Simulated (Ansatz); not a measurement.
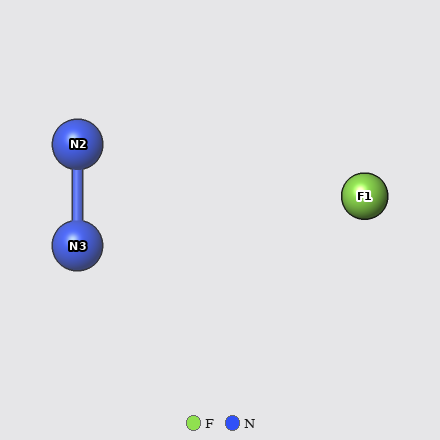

The system is the pair F···N₂, charge −1; the picture shows the reference structure. The turn is about an axis along (−0.98, 0.18, 0.00) in the frame of the relaxed pair, normal to the line between the partners. First axis: distance N2···F1. Second axis: turn of F1 about N2. The grid has 15 × 15 points. Energies: kcal/mol, counted from the lowest grid point. All numbers below come from Ansatz, RHF/def2-TZVPD.

Its coordinates:

```xyz
3

F    -0.0302   -0.1643   -2.0254
N     0.1109    0.6044    0.9689
N    -0.0807   -0.4400    1.0565
```

Range: distance N2···F1 from 2.599 to 4.599 Å; turn of F1 about N2 from −90.0 to 90.0°.

Question: What landscape does the calculation give?

Answer: The lowest grid point is at distance N2···F1 = 3.073 Å, turn of F1 about N2 = 0.0°. No other kind of well shows on this grid. The highest grid point, distance N2···F1 = 2.599 Å, turn of F1 about N2 = 77.1°, lies 129.7 kcal/mol above the lowest. Round the minimum the valley is strongly tilted: raising distance N2···F1 shifts the best value of turn of F1 about N2 upwards (coupling k₁₂/√(k₁₁k₂₂) about −0.7).

```tsv
turn of F1 about N2 ↓, distance N2···F1 →	2.599	2.649	2.731	2.831	2.946	3.073	3.210	3.357	3.513	3.677	3.848	4.026	4.211	4.402	4.599
90.0	110.0	94.9	73.7	53.7	37.3	25.0	16.6	11.0	7.4	5.3	4.1	3.4	3.0	2.8	2.7
77.1	129.7	111.0	85.3	61.6	42.5	28.4	18.7	12.3	8.3	5.9	4.4	3.6	3.2	3.0	2.8
64.3	86.3	74.8	58.6	43.1	30.2	20.4	13.6	9.1	6.2	4.5	3.6	3.0	2.8	2.6	2.6
51.4	41.4	35.9	28.2	20.8	14.6	9.9	6.7	4.6	3.3	2.6	2.2	2.1	2.1	2.1	2.2
38.6	17.6	14.9	11.3	8.1	5.4	3.5	2.3	1.6	1.3	1.2	1.2	1.4	1.5	1.7	1.8
25.7	7.8	6.3	4.5	2.9	1.7	0.9	0.5	0.4	0.5	0.6	0.8	1.0	1.2	1.4	1.6
12.9	3.8	3.0	1.9	1.1	0.5	0.2	0.1	0.1	0.3	0.5	0.7	0.9	1.1	1.3	1.5
0.0	1.9	1.4	0.8	0.4	0.1	0.0	0.0	0.2	0.4	0.6	0.8	1.0	1.2	1.4	1.5
−12.9	1.0	0.8	0.4	0.2	0.1	0.1	0.2	0.4	0.6	0.8	1.0	1.2	1.3	1.5	1.6
−25.7	0.9	0.7	0.5	0.4	0.3	0.4	0.5	0.7	0.9	1.0	1.2	1.4	1.5	1.7	1.8
−38.6	1.5	1.3	1.1	0.9	0.9	0.9	1.0	1.1	1.2	1.4	1.5	1.7	1.8	1.9	2.0
−51.4	2.6	2.3	2.0	1.8	1.6	1.5	1.6	1.6	1.7	1.8	1.9	2.0	2.1	2.1	2.2
−64.3	3.9	3.5	3.1	2.7	2.4	2.2	2.2	2.1	2.2	2.2	2.2	2.3	2.3	2.4	2.4
−77.1	5.1	4.6	4.0	3.5	3.1	2.9	2.7	2.6	2.6	2.5	2.5	2.5	2.6	2.6	2.6
−90.0	5.9	5.3	4.7	4.1	3.6	3.3	3.0	2.9	2.8	2.8	2.7	2.7	2.7	2.7	2.7
```

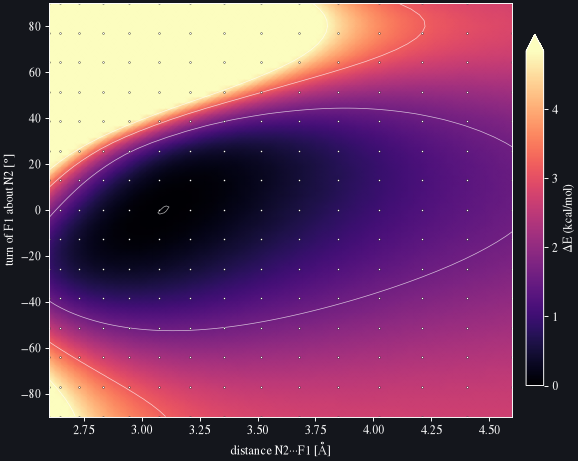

Drawn: a smooth colour map with a few white contour lines, dots at the grid points, one colour for all values above the top of the scale. Between grid points the surface is interpolated.

Each point was launched as `ansatz run input.yaml --threads 1 --pin off --max-ram 2560MiB --backend cpu --events-out ev --progress --plain --runs-dir out`. Time for the 225 points that were run: 5.2 min on 1 thread of Arm Neoverse N1, on a shared host.
